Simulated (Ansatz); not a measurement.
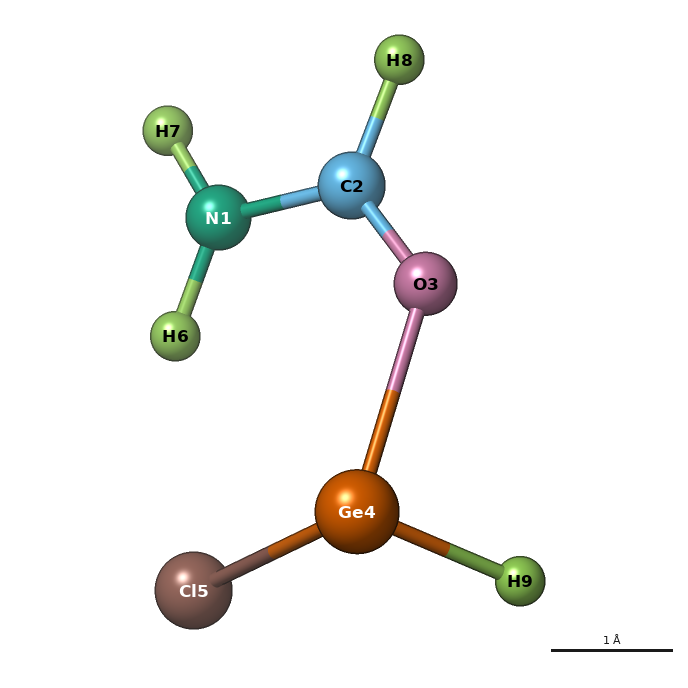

The geometry was computed by an optimisation with PBE-D4/def2-SVP. No frequency run is at hand to confirm it as a minimum.

Which hydrogen bonds does the structure hold? Count O, N, F, S and Cl donors.

| D–H···A | D–H (Å) | H···A (Å) | angle (°) | kind |
| --- | --- | --- | --- | --- |
| N1–H6···Cl5 | 1.04 | 2.15 | 153 | intramolecular |
